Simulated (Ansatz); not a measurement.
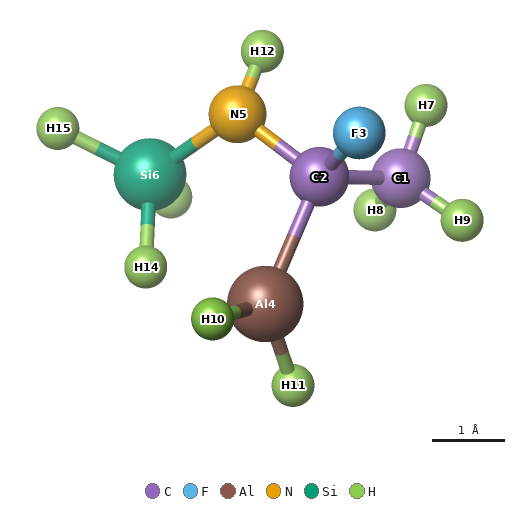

The structure as given in the input (ball-and-stick view, seen at a tilt; atoms are numbered from 1 in the order of the input). Sticks mark near contacts.

**Molecular dynamics of C₂H₉AlFNSi (part 1 of 2)**

- system: C₂H₉AlFNSi, SMILES C[C](F)([AlH2])N[SiH3]
- method: RKS PBE0/STO-3G (Ansatz 0.2.0)

It belongs to a series of runs on one base structure; here: dynamics from the start. Figures and captions count atoms from 1; the log counts them from 0 in places.

**Input file**
```yaml
crystal:
  periodic: [false, false, false]
  atoms:
    - { symbol: C, position_ang: [-0.318358, -0.872076, -1.567532] }
    - { symbol: C, position_ang: [0.714735, -0.204069, -0.581171] }
    - { symbol: F, position_ang: [1.94948, -0.154061, -1.26966] }
    - { symbol: Al, position_ang: [0.856254, -1.123538, 1.161053] }
    - { symbol: "N", position_ang: [0.321154, 1.223422, -0.289135] }
    - { symbol: Si, position_ang: [-0.748459, 1.403853, 1.085094] }
    - { symbol: H, position_ang: [-0.396954, -0.296024, -2.501146] }
    - { symbol: H, position_ang: [-1.316357, -0.929074, -1.112616] }
    - { symbol: H, position_ang: [-0.006083, -1.892756, -1.825856] }
    - { symbol: H, position_ang: [2.074996, -0.898357, 2.001905] }
    - { symbol: H, position_ang: [-0.143903, -2.19513, 1.476118] }
    - { symbol: H, position_ang: [0.002296, 1.711634, -1.156925] }
    - { symbol: H, position_ang: [-2.14757, 1.062982, 0.904812] }
    - { symbol: H, position_ang: [-0.209453, 0.398912, 2.016286] }
    - { symbol: H, position_ang: [-0.653878, 2.71378, 1.688072] }
basis:
  gaussian: { orbitals: STO-3G }
hamiltonian:
  xc: pbe0
md:
  timestep: 1.0
  n_steps: 101
  ensemble: nvt_langevin
  temperature: 300.0
  initial_velocities: maxwell_boltzmann
  seed: 313056
  friction: 0.001
scf:
  lower_state_search: "off"
```

Launched with:
```bash
ansatz run input.yaml --threads 1 --pin off --max-ram 2048MiB --backend cpu --events-out ev --progress --plain --runs-dir out
```

**Output**
```
Engine: ansatz 0.2.0, x86_64-unknown-linux-gnu
Functional definition: PBE0
  parameter a = 0.25
  parameter kappa = 0.804
  parameter beta = 0.06672455060314922
  exchange = (1 - a)*pbe_x(kappa = kappa, mu = beta*pi^2/3) + a*exact_x
  correlation = pbe_c(beta = beta)
these checks for a lower state are left out or cut short: stability, starts, cluster_reference, orbital_swaps, neighbouring_geometries, increment
674 factors; integrals over basis functions are off by at most 1.2e-5 eV
mean field evaluation 1: about -20631.3499 eV, gradient 2.8e1 eV
mean field evaluation 2: about -20632.0898 eV, gradient 2.6e1 eV
mean field evaluation 4: about -20634.0280 eV, gradient 4.9e-1 eV
mean field evaluation 8: about -20633.9887 eV, gradient 4.4e-2 eV
mean field evaluation 16: about -20633.9887 eV, gradient 3.0e-6 eV
mean field -20633.98869628 eV, -758.2850983685 hartree, gradient 3.0e-6 eV, S^2 0.000000; 0 other end points of the search recorded, 0 dependent functions left out
the calculation of the forces begins
reference -20633.98871522 eV, -758.2850990645 hartree; 32, 32 occupied and 15, 15 virtual orbitals, 674 factors
md step     0: t =     0.00 fs  T =   280.0 K  F+E_penalty+E_count = -20633.98869628 eV  E_kin = 0.542892 eV  (14 SCF iters)
these checks for a lower state are left out or cut short: stability, starts, cluster_reference, orbital_swaps, neighbouring_geometries, increment
674 factors; integrals over basis functions are off by at most 1.2e-5 eV
mean field -20633.94048901 eV, -758.2833267840 hartree, gradient 1.6e-6 eV, S^2 0.000000; 0 other end points of the search recorded, 0 dependent functions left out
the calculation of the forces begins
reference -20633.94050795 eV, -758.2833274801 hartree; 32, 32 occupied and 15, 15 virtual orbitals, 674 factors
md step     1: t =     1.00 fs  T =   254.3 K  F+E_penalty+E_count = -20633.94048901 eV  E_kin = 0.493064 eV  (18 SCF iters)
[... from here on the SCF iterations and repeated set-up lines of each step are left out, up to the last step ...]
md step     2: t =     2.00 fs  T =   215.5 K  F+E_penalty+E_count = -20633.85781935 eV  E_kin = 0.417815 eV  (18 SCF iters)
md step     3: t =     3.00 fs  T =   203.6 K  F+E_penalty+E_count = -20633.83249354 eV  E_kin = 0.394815 eV  (18 SCF iters)
md step     4: t =     4.00 fs  T =   205.1 K  F+E_penalty+E_count = -20633.84363820 eV  E_kin = 0.397617 eV  (18 SCF iters)
md step     5: t =     5.00 fs  T =   199.4 K  F+E_penalty+E_count = -20633.82655022 eV  E_kin = 0.386612 eV  (18 SCF iters)
md step     6: t =     6.00 fs  T =   177.1 K  F+E_penalty+E_count = -20633.77887365 eV  E_kin = 0.343463 eV  (18 SCF iters)
md step     7: t =     7.00 fs  T =   159.8 K  F+E_penalty+E_count = -20633.73897871 eV  E_kin = 0.309930 eV  (18 SCF iters)
md step     8: t =     8.00 fs  T =   154.9 K  F+E_penalty+E_count = -20633.72748145 eV  E_kin = 0.300344 eV  (18 SCF iters)
md step     9: t =     9.00 fs  T =   150.7 K  F+E_penalty+E_count = -20633.72106762 eV  E_kin = 0.292106 eV  (18 SCF iters)
md step    10: t =    10.00 fs  T =   138.1 K  F+E_penalty+E_count = -20633.69465272 eV  E_kin = 0.267741 eV  (18 SCF iters)
md step    11: t =    11.00 fs  T =   131.7 K  F+E_penalty+E_count = -20633.68232215 eV  E_kin = 0.255421 eV  (18 SCF iters)
md step    12: t =    12.00 fs  T =   153.7 K  F+E_penalty+E_count = -20633.72079832 eV  E_kin = 0.298072 eV  (18 SCF iters)
md step    13: t =    13.00 fs  T =   173.6 K  F+E_penalty+E_count = -20633.75792359 eV  E_kin = 0.336502 eV  (19 SCF iters)
md step    14: t =    14.00 fs  T =   159.4 K  F+E_penalty+E_count = -20633.72875128 eV  E_kin = 0.309026 eV  (19 SCF iters)
md step    15: t =    15.00 fs  T =   128.6 K  F+E_penalty+E_count = -20633.66071611 eV  E_kin = 0.249329 eV  (19 SCF iters)
md step    16: t =    16.00 fs  T =   114.0 K  F+E_penalty+E_count = -20633.62984383 eV  E_kin = 0.220989 eV  (18 SCF iters)
md step    17: t =    17.00 fs  T =   129.5 K  F+E_penalty+E_count = -20633.66649646 eV  E_kin = 0.251137 eV  (19 SCF iters)
md step    18: t =    18.00 fs  T =   150.4 K  F+E_penalty+E_count = -20633.71322233 eV  E_kin = 0.291669 eV  (19 SCF iters)
md step    19: t =    19.00 fs  T =   145.2 K  F+E_penalty+E_count = -20633.69699158 eV  E_kin = 0.281540 eV  (19 SCF iters)
md step    20: t =    20.00 fs  T =   118.7 K  F+E_penalty+E_count = -20633.64102784 eV  E_kin = 0.230133 eV  (19 SCF iters)
md step    21: t =    21.00 fs  T =   107.0 K  F+E_penalty+E_count = -20633.61288717 eV  E_kin = 0.207453 eV  (19 SCF iters)
md step    22: t =    22.00 fs  T =   113.2 K  F+E_penalty+E_count = -20633.62145324 eV  E_kin = 0.219436 eV  (18 SCF iters)
md step    23: t =    23.00 fs  T =   120.4 K  F+E_penalty+E_count = -20633.63409265 eV  E_kin = 0.233498 eV  (19 SCF iters)
md step    24: t =    24.00 fs  T =   123.7 K  F+E_penalty+E_count = -20633.63279046 eV  E_kin = 0.239787 eV  (19 SCF iters)
md step    25: t =    25.00 fs  T =   128.0 K  F+E_penalty+E_count = -20633.63941754 eV  E_kin = 0.248169 eV  (19 SCF iters)
md step    26: t =    26.00 fs  T =   141.9 K  F+E_penalty+E_count = -20633.66724587 eV  E_kin = 0.275123 eV  (18 SCF iters)
md step    27: t =    27.00 fs  T =   151.1 K  F+E_penalty+E_count = -20633.68355242 eV  E_kin = 0.293011 eV  (18 SCF iters)
md step    28: t =    28.00 fs  T =   138.0 K  F+E_penalty+E_count = -20633.66202525 eV  E_kin = 0.267549 eV  (18 SCF iters)
md step    29: t =    29.00 fs  T =   135.5 K  F+E_penalty+E_count = -20633.65072370 eV  E_kin = 0.262737 eV  (18 SCF iters)
md step    30: t =    30.00 fs  T =   153.5 K  F+E_penalty+E_count = -20633.68982127 eV  E_kin = 0.297684 eV  (18 SCF iters)
md step    31: t =    31.00 fs  T =   176.2 K  F+E_penalty+E_count = -20633.73636741 eV  E_kin = 0.341693 eV  (18 SCF iters)
md step    32: t =    32.00 fs  T =   180.4 K  F+E_penalty+E_count = -20633.74373253 eV  E_kin = 0.349737 eV  (18 SCF iters)
md step    33: t =    33.00 fs  T =   164.6 K  F+E_penalty+E_count = -20633.71762743 eV  E_kin = 0.319176 eV  (18 SCF iters)
md step    34: t =    34.00 fs  T =   156.6 K  F+E_penalty+E_count = -20633.68964429 eV  E_kin = 0.303613 eV  (18 SCF iters)
md step    35: t =    35.00 fs  T =   156.4 K  F+E_penalty+E_count = -20633.68249984 eV  E_kin = 0.303212 eV  (18 SCF iters)
md step    36: t =    36.00 fs  T =   152.0 K  F+E_penalty+E_count = -20633.68315891 eV  E_kin = 0.294745 eV  (18 SCF iters)
md step    37: t =    37.00 fs  T =   153.0 K  F+E_penalty+E_count = -20633.67900385 eV  E_kin = 0.296611 eV  (19 SCF iters)
md step    38: t =    38.00 fs  T =   162.1 K  F+E_penalty+E_count = -20633.68888617 eV  E_kin = 0.314326 eV  (18 SCF iters)
md step    39: t =    39.00 fs  T =   161.5 K  F+E_penalty+E_count = -20633.69214019 eV  E_kin = 0.313163 eV  (19 SCF iters)
md step    40: t =    40.00 fs  T =   148.6 K  F+E_penalty+E_count = -20633.66591649 eV  E_kin = 0.288081 eV  (19 SCF iters)
md step    41: t =    41.00 fs  T =   139.5 K  F+E_penalty+E_count = -20633.64747989 eV  E_kin = 0.270490 eV  (19 SCF iters)
md step    42: t =    42.00 fs  T =   147.2 K  F+E_penalty+E_count = -20633.66392928 eV  E_kin = 0.285448 eV  (19 SCF iters)
md step    43: t =    43.00 fs  T =   163.7 K  F+E_penalty+E_count = -20633.70254459 eV  E_kin = 0.317378 eV  (19 SCF iters)
md step    44: t =    44.00 fs  T =   177.8 K  F+E_penalty+E_count = -20633.73078394 eV  E_kin = 0.344764 eV  (19 SCF iters)
md step    45: t =    45.00 fs  T =   185.9 K  F+E_penalty+E_count = -20633.72833895 eV  E_kin = 0.360521 eV  (19 SCF iters)
md step    46: t =    46.00 fs  T =   185.1 K  F+E_penalty+E_count = -20633.72141367 eV  E_kin = 0.358858 eV  (19 SCF iters)
md step    47: t =    47.00 fs  T =   190.5 K  F+E_penalty+E_count = -20633.73979277 eV  E_kin = 0.369434 eV  (19 SCF iters)
md step    48: t =    48.00 fs  T =   191.9 K  F+E_penalty+E_count = -20633.74082852 eV  E_kin = 0.371994 eV  (19 SCF iters)
md step    49: t =    49.00 fs  T =   181.4 K  F+E_penalty+E_count = -20633.71012102 eV  E_kin = 0.351737 eV  (19 SCF iters)
md step    50: t =    50.00 fs  T =   172.3 K  F+E_penalty+E_count = -20633.69687517 eV  E_kin = 0.334014 eV  (19 SCF iters)
md step    51: t =    51.00 fs  T =   179.7 K  F+E_penalty+E_count = -20633.71639425 eV  E_kin = 0.348506 eV  (19 SCF iters)
md step    52: t =    52.00 fs  T =   184.6 K  F+E_penalty+E_count = -20633.72448183 eV  E_kin = 0.358009 eV  (19 SCF iters)
md step    53: t =    53.00 fs  T =   166.2 K  F+E_penalty+E_count = -20633.67972761 eV  E_kin = 0.322240 eV  (19 SCF iters)
md step    54: t =    54.00 fs  T =   134.2 K  F+E_penalty+E_count = -20633.61589983 eV  E_kin = 0.260118 eV  (19 SCF iters)
md step    55: t =    55.00 fs  T =   135.4 K  F+E_penalty+E_count = -20633.61920427 eV  E_kin = 0.262522 eV  (19 SCF iters)
md step    56: t =    56.00 fs  T =   159.9 K  F+E_penalty+E_count = -20633.67092728 eV  E_kin = 0.309998 eV  (19 SCF iters)
md step    57: t =    57.00 fs  T =   158.0 K  F+E_penalty+E_count = -20633.67253996 eV  E_kin = 0.306347 eV  (19 SCF iters)
md step    58: t =    58.00 fs  T =   134.6 K  F+E_penalty+E_count = -20633.62089974 eV  E_kin = 0.261009 eV  (19 SCF iters)
md step    59: t =    59.00 fs  T =   121.3 K  F+E_penalty+E_count = -20633.59638792 eV  E_kin = 0.235119 eV  (19 SCF iters)
md step    60: t =    60.00 fs  T =   139.1 K  F+E_penalty+E_count = -20633.63364211 eV  E_kin = 0.269778 eV  (19 SCF iters)
md step    61: t =    61.00 fs  T =   161.2 K  F+E_penalty+E_count = -20633.67401979 eV  E_kin = 0.312606 eV  (19 SCF iters)
md step    62: t =    62.00 fs  T =   149.6 K  F+E_penalty+E_count = -20633.64959763 eV  E_kin = 0.290112 eV  (19 SCF iters)
md step    63: t =    63.00 fs  T =   128.2 K  F+E_penalty+E_count = -20633.59957508 eV  E_kin = 0.248494 eV  (19 SCF iters)
md step    64: t =    64.00 fs  T =   140.4 K  F+E_penalty+E_count = -20633.62251242 eV  E_kin = 0.272183 eV  (19 SCF iters)
md step    65: t =    65.00 fs  T =   166.5 K  F+E_penalty+E_count = -20633.67551141 eV  E_kin = 0.322796 eV  (19 SCF iters)
md step    66: t =    66.00 fs  T =   159.6 K  F+E_penalty+E_count = -20633.65499191 eV  E_kin = 0.309369 eV  (19 SCF iters)
md step    67: t =    67.00 fs  T =   131.9 K  F+E_penalty+E_count = -20633.58268560 eV  E_kin = 0.255689 eV  (19 SCF iters)
md step    68: t =    68.00 fs  T =   125.0 K  F+E_penalty+E_count = -20633.55794927 eV  E_kin = 0.242338 eV  (19 SCF iters)
md step    69: t =    69.00 fs  T =   149.6 K  F+E_penalty+E_count = -20633.60623025 eV  E_kin = 0.290023 eV  (19 SCF iters)
md step    70: t =    70.00 fs  T =   168.9 K  F+E_penalty+E_count = -20633.64580062 eV  E_kin = 0.327559 eV  (19 SCF iters)
md step    71: t =    71.00 fs  T =   152.6 K  F+E_penalty+E_count = -20633.60883311 eV  E_kin = 0.295808 eV  (19 SCF iters)
md step    72: t =    72.00 fs  T =   128.8 K  F+E_penalty+E_count = -20633.55921848 eV  E_kin = 0.249794 eV  (18 SCF iters)
md step    73: t =    73.00 fs  T =   140.2 K  F+E_penalty+E_count = -20633.59318243 eV  E_kin = 0.271915 eV  (18 SCF iters)
md step    74: t =    74.00 fs  T =   169.2 K  F+E_penalty+E_count = -20633.65428816 eV  E_kin = 0.328092 eV  (18 SCF iters)
md step    75: t =    75.00 fs  T =   166.7 K  F+E_penalty+E_count = -20633.63909827 eV  E_kin = 0.323155 eV  (19 SCF iters)
md step    76: t =    76.00 fs  T =   137.3 K  F+E_penalty+E_count = -20633.57021598 eV  E_kin = 0.266210 eV  (19 SCF iters)
md step    77: t =    77.00 fs  T =   128.3 K  F+E_penalty+E_count = -20633.54533758 eV  E_kin = 0.248772 eV  (19 SCF iters)
md step    78: t =    78.00 fs  T =   147.5 K  F+E_penalty+E_count = -20633.58677105 eV  E_kin = 0.286067 eV  (19 SCF iters)
md step    79: t =    79.00 fs  T =   164.5 K  F+E_penalty+E_count = -20633.62060195 eV  E_kin = 0.318923 eV  (19 SCF iters)
md step    80: t =    80.00 fs  T =   148.3 K  F+E_penalty+E_count = -20633.58526307 eV  E_kin = 0.287463 eV  (19 SCF iters)
md step    81: t =    81.00 fs  T =   129.8 K  F+E_penalty+E_count = -20633.53696404 eV  E_kin = 0.251574 eV  (19 SCF iters)
md step    82: t =    82.00 fs  T =   139.8 K  F+E_penalty+E_count = -20633.56095351 eV  E_kin = 0.271152 eV  (19 SCF iters)
md step    83: t =    83.00 fs  T =   168.1 K  F+E_penalty+E_count = -20633.62345176 eV  E_kin = 0.325835 eV  (18 SCF iters)
md step    84: t =    84.00 fs  T =   182.1 K  F+E_penalty+E_count = -20633.65029308 eV  E_kin = 0.353056 eV  (19 SCF iters)
md step    85: t =    85.00 fs  T =   181.9 K  F+E_penalty+E_count = -20633.64178608 eV  E_kin = 0.352743 eV  (19 SCF iters)
md step    86: t =    86.00 fs  T =   187.4 K  F+E_penalty+E_count = -20633.65164977 eV  E_kin = 0.363407 eV  (19 SCF iters)
md step    87: t =    87.00 fs  T =   206.4 K  F+E_penalty+E_count = -20633.69563261 eV  E_kin = 0.400110 eV  (19 SCF iters)
md step    88: t =    88.00 fs  T =   217.7 K  F+E_penalty+E_count = -20633.71738321 eV  E_kin = 0.422164 eV  (18 SCF iters)
md step    89: t =    89.00 fs  T =   201.5 K  F+E_penalty+E_count = -20633.67533740 eV  E_kin = 0.390653 eV  (18 SCF iters)
md step    90: t =    90.00 fs  T =   183.5 K  F+E_penalty+E_count = -20633.63510533 eV  E_kin = 0.355846 eV  (19 SCF iters)
md step    91: t =    91.00 fs  T =   192.8 K  F+E_penalty+E_count = -20633.66043620 eV  E_kin = 0.373845 eV  (19 SCF iters)
md step    92: t =    92.00 fs  T =   221.1 K  F+E_penalty+E_count = -20633.70846533 eV  E_kin = 0.428660 eV  (19 SCF iters)
md step    93: t =    93.00 fs  T =   223.3 K  F+E_penalty+E_count = -20633.71105998 eV  E_kin = 0.433044 eV  (19 SCF iters)
md step    94: t =    94.00 fs  T =   200.1 K  F+E_penalty+E_count = -20633.67113190 eV  E_kin = 0.387961 eV  (19 SCF iters)
md step    95: t =    95.00 fs  T =   197.3 K  F+E_penalty+E_count = -20633.65598863 eV  E_kin = 0.382627 eV  (19 SCF iters)
md step    96: t =    96.00 fs  T =   212.8 K  F+E_penalty+E_count = -20633.70342188 eV  E_kin = 0.412611 eV  (18 SCF iters)
md step    97: t =    97.00 fs  T =   242.0 K  F+E_penalty+E_count = -20633.76012729 eV  E_kin = 0.469172 eV  (18 SCF iters)
md step    98: t =    98.00 fs  T =   246.1 K  F+E_penalty+E_count = -20633.76675376 eV  E_kin = 0.477109 eV  (18 SCF iters)
```
